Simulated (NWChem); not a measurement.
# One shape, several levels: doublet C3H2O+

We compute a comparison of 4 runs (UHF/STO-3G, UHF/3-21G, UB3LYP/6-31G*) of doublet C3H2O+. 

Program for the calculation: NWChem 7.3.0.

33 further runs of the same task are left out: 33 set aside as unsound or not needed.

### Step 1. The structure to begin with

The species is C3H2O+ (6 atoms), meant as a doublet with charge +1. As SMILES of the parent species, `O=c1cc1`. Geometry: relaxed at PBE0-D4/def2-TZVP. That shape belongs to the parent species and isn't relaxed for this state.

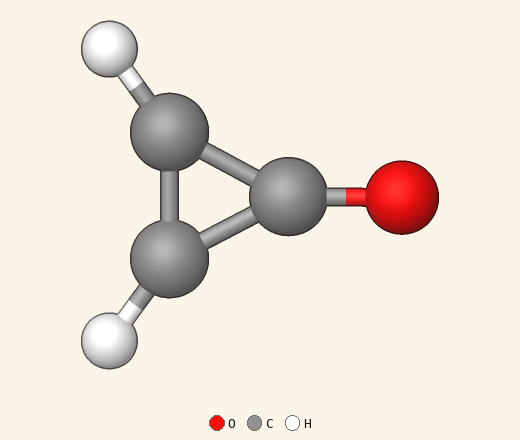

Viewed from a chosen angle; oxygen red, carbon grey, hydrogen white.

### Step 2. A single-point energy at UHF/STO-3G (run 1)

The input, run.py:

```python
from ase import Atoms
from ase.calculators.nwchem import NWChem

system = Atoms(['O', 'C', 'C', 'C', 'H', 'H'], positions=[
    [-0.019410, -1.860760, 0.851810],
    [-0.008060, -0.772930, 0.353820],
    [0.589100, 0.229390, -0.462270],
    [-0.581400, 0.509900, 0.123850],
    [1.361720, 0.623210, -1.110520],
    [-1.341940, 1.271190, 0.243330],
])

calc = NWChem(
    label='struct',
    theory='scf',
    memory='2200 mb',
    basis='STO-3G',
    basispar='spherical bse',
    charge=1,
    scf={'nopen': '1', 'uhf': None, 'thresh': '1e-08', 'maxiter': '80'},
    task='energy',
)
system.calc = calc

print("Total energy (eV):", round(system.get_potential_energy(), 6))
```

Started as:

```console
$ export ASE_NWCHEM_COMMAND="nwchem PREFIX.nwi > PREFIX.nwo"
$ python run.py
```

What it wrote:

```text
Total energy (eV): -5084.45686
```

The calculator wrote struct.nwi:

```
title "struct"

permanent_dir struct

scratch_dir struct

start struct

geometry units angstrom nocenter noautosym noautoz
  O  -1.9410000000000000e-02 -1.8607600000000000e+00 8.5180999999999996e-01
  C  -8.0599999999999995e-03 -7.7293000000000001e-01 3.5382000000000002e-01
  C  5.8909999999999996e-01 2.2939000000000001e-01 -4.6227000000000001e-01
  C  -5.8140000000000003e-01 5.0990000000000002e-01 1.2385000000000000e-01
  H  1.3617200000000000e+00 6.2321000000000004e-01 -1.1105200000000000e+00
  H  -1.3419399999999999e+00 1.2711900000000000e+00 2.4332999999999999e-01
end

charge 1

memory 2200 mb

basis spherical bse noprint
   * library STO-3G
end

scf
  nopen 1
  uhf
  thresh 1e-08
  maxiter 80
end

task scf energy
```

struct.nwo:

```text
Northwest Computational Chemistry Package (NWChem) 7.3.0
             --------------------------------------------------------

           Job information
           ---------------

    nwchem branch   = 7.3.0
    use scalapack   = T
    input           = struct.nwi
    prefix          = struct.
    data base       = struct/struct.db
    status          = startup
    nproc           =        1

           Memory information
           ------------------

[... 5 lines left out ...]
    hardfail = no
[... 127 lines left out ...]
 1-e energy   =    -431.145953
[... 9 lines left out ...]
 Convergence threshold     :          1.000E-08
[... 17 lines left out ...]
      One electron energy =   -435.467876701277
[... 9 lines left out ...]
          Final alpha eigenvalues
[... 202 lines left out ...]
                     UHF Final Beta Molecular Orbital Analysis
[... 212 lines left out ...]
       Multipole analysis of the density wrt the origin
       ------------------------------------------------

     L   x y z        total         alpha         beta         nuclear
     -   - - -        -----         -----         ----         -------
     0   0 0 0      1.000000    -14.000000    -13.000000     28.000000

     1   1 0 0      0.000162      0.145881      0.114421     -0.260140
[... 8 lines of this table left out ...]
     2   0 0 2    -13.230439    -24.552140    -21.612197     32.933898

 Task  times  cpu:        0.6s     wall:        0.6s
 Total times  cpu:        0.7s     wall:        0.7s
```

Run time: 1.5 s. Hardware: 1 thread of Intel Xeon 6975P-C (Granite Rapids), shared host; peak memory 0.1 GiB.

### Step 3. The energy at UHF/3-21G (run 2)

The input, c3h2o.nw:

```
start c3h2o
memory 2200 mb
charge 1

geometry units angstrom noautosym nocenter noautoz
   O    -0.019410   -1.860760    0.851810
   C    -0.008060   -0.772930    0.353820
   C     0.589100    0.229390   -0.462270
   C    -0.581400    0.509900    0.123850
   H     1.361720    0.623210   -1.110520
   H    -1.341940    1.271190    0.243330
end

basis spherical bse
   * library 3-21G
end

scf
   nopen 1
   uhf
   thresh 1e-08
   maxiter 80
   noprint "final vectors analysis"
end

task scf energy
```

Started as:

```console
$ nwchem c3h2o.nw > c3h2o.out
```

What it wrote:

```text
[...]
  functions       =    40
[...]
  wavefunction    = UHF
[...]
         Total SCF energy =   -188.144997208335
      One electron energy =   -436.704980901677
      Two electron energy =    152.520513784928
 Nuclear repulsion energy =     96.039469908414
                       Sz =      0.5000
                 Sz(Sz+1) =      0.7500
                      S^2 =      0.7745
[...]
```

Run time: 1.6 s. Hardware: 1 thread of Intel Xeon 6975P-C (Granite Rapids), shared host; peak memory 0.1 GiB.

Run 3 isn't shown in full; the table further down has it.

### Step 4. A single-point energy at UB3LYP/6-31G(d) (Cartesian functions) (run 4)

The input, job.xyz:

```xyz
6
2-cyclopropen-1-one
O     -0.019410    -1.860760     0.851810
C     -0.008060    -0.772930     0.353820
C      0.589100     0.229390    -0.462270
C     -0.581400     0.509900     0.123850
H      1.361720     0.623210    -1.110520
H     -1.341940     1.271190     0.243330
```

The input, run.py:

```python
from ase.io import read
from ase.calculators.nwchem import NWChem

molecule = read('job.xyz')

calc = NWChem(
    label='job',
    theory='dft',
    memory='2200 mb',
    basis='6-31G*',
    charge=1,
    dft={'xc': 'b3lyp', 'mult': '2', 'grid': 'xfine', 'convergence': 'energy 1e-08', 'iterations': '100', 'mulliken': None},
    task='energy',
)
molecule.calc = calc

print("Total energy (eV):", round(molecule.get_potential_energy(), 6))
```

Started as:

```console
$ export ASE_NWCHEM_COMMAND="nwchem PREFIX.nwi > PREFIX.nwo"
$ python run.py
```

What it wrote:

```text
Total energy (eV): -5178.239986
```

The calculator wrote job.nwi:

```
title "job"

permanent_dir job

scratch_dir job

start job

geometry units angstrom nocenter noautosym noautoz
  O  -1.9410000000000000e-02 -1.8607600000000000e+00 8.5180999999999996e-01
  C  -8.0599999999999995e-03 -7.7293000000000001e-01 3.5382000000000002e-01
  C  5.8909999999999996e-01 2.2939000000000001e-01 -4.6227000000000001e-01
  C  -5.8140000000000003e-01 5.0990000000000002e-01 1.2385000000000000e-01
  H  1.3617200000000000e+00 6.2321000000000004e-01 -1.1105200000000000e+00
  H  -1.3419399999999999e+00 1.2711900000000000e+00 2.4332999999999999e-01
end

charge 1

memory 2200 mb

basis noprint
   * library 6-31G*
end

dft
  xc b3lyp
  mult 2
  grid xfine
  convergence energy 1e-08
  iterations 100
  mulliken
end

task dft energy
```

job.nwo:

```text
Northwest Computational Chemistry Package (NWChem) 7.3.0
             --------------------------------------------------------

           Job information
           ---------------

    nwchem branch   = 7.3.0
    use scalapack   = T
    input           = job.nwi
    prefix          = job.
    data base       = job/job.db
    status          = startup
    nproc           =        1

           Memory information
           ------------------

[... 5 lines left out ...]
    hardfail = no
[... 39 lines left out ...]
            Nuclear Dipole moment (a.u.)
[... 83 lines left out ...]
          Convergence on density requested:  1.00D-05
[... 27 lines left out ...]
          Convergence aids based upon iterative change in
[... 31 lines left out ...]
 2-e energy   =     147.388123
[... 56 lines left out ...]
           Coulomb energy =      178.090504064460
[... 459 lines left out ...]
                     DFT Final Beta Molecular Orbital Analysis
[... 549 lines left out ...]
     Multipole analysis of the density
     ---------------------------------

     L   x y z        total         alpha         beta         nuclear
     -   - - -        -----         -----         ----         -------
     0   0 0 0      1.000000    -14.000000    -13.000000     28.000000

     1   1 0 0      0.004251      0.143696      0.120695     -0.260140
[... 8 lines of this table left out ...]
     2   0 0 2    -13.380104    -24.366629    -21.947373     32.933898

 Task  times  cpu:       34.1s     wall:       34.1s
 Total times  cpu:       34.1s     wall:       34.1s
```

Run time: 35 s. Hardware: 1 thread of Intel Xeon 6975P-C (Granite Rapids), shared host; peak memory 0.13 GiB.

### Step 5. The series

| run | level | iteration cap | module | energy (Eh) | ⟨S²⟩ | wall time |
| --- | --- | --- | --- | --- | --- | --- |
| 1 | UHF/STO-3G | 80 | scf | -186.850345 | 0.774 | 1.5 s |
| 2 | UHF/3-21G | 80 | scf | -188.144997 | 0.774 | 1.6 s |
| 3 | UB3LYP/6-31G* (spherical functions) | 100 | dft | -190.293488 | 0.757 | 31 s |
| 4 | UB3LYP/6-31G* (Cartesian functions) | 100 | dft | -190.296811 | 0.756 | 35 s |

### Step 6. Summary of results

| quantity | value |
| --- | --- |
| run 4: total energy | -190.29681 Eh |
| run 4: HOMO energy (highest over α and β) | -16.17 eV |
| run 4: LUMO energy (lowest over α and β) | -12.31 eV |
| run 4: ⟨S²⟩ | 0.756 |

In words: In run 1 the basis is minimal, so the values are rough. All runs together took 69 s, the longest 35 s.
